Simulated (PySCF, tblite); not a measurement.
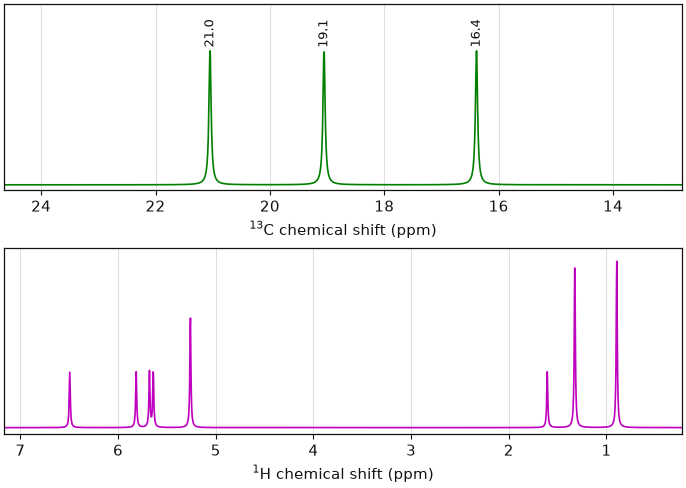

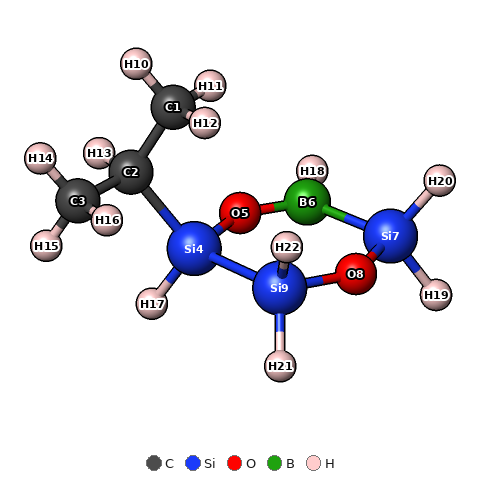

Spectrum and numbered structure of C₃H₁₃BO₂Si₃, SMILES CC(C)[Si@H]1OB[SiH2]O[SiH2]1. GIAO shifts, PBE0/pcSseg-1 with PySCF, at a GFN2-xTB geometry (a minimum by its frequencies), against TMS for ¹³C and TMS for ¹H computed at the same level. Gas phase, fully decoupled, line heights follow the number of nuclei, widths are arbitrary (no quadrupolar broadening); values of one conformer, averaged over methyl-type rotors and exact or near symmetry; other conformers aren't averaged in.

Q: Which atoms give which ¹³C line?

A:
```csv
δ (ppm),nuclei,atoms
21.0,1,C2
19.1,1,C1
16.4,1,C3
```

The order of signals that lie close, as those under 2 ppm apart, is within the error of the method.

Q: Assign the ¹H signals to the numbered atoms.

A:
| δ (ppm) | nuclei | atoms |
| --- | --- | --- |
| 6.49 | 1 | H18 |
| 5.81 | 1 | H22 |
| 5.68 | 1 | H21 |
| 5.64 | 1 | H17 |
| 5.26 | 2 | H19, H20 |
| 1.61 | 1 | H13 |
| 1.32 | 3 | H10, H11, H12 |
| 0.89 | 3 | H14, H15, H16 |

The order of signals that lie close, as those under 0.08 ppm apart, is within the error of the method.

Caveats: the tight-binding geometry is rougher than a DFT one and adds to the error.
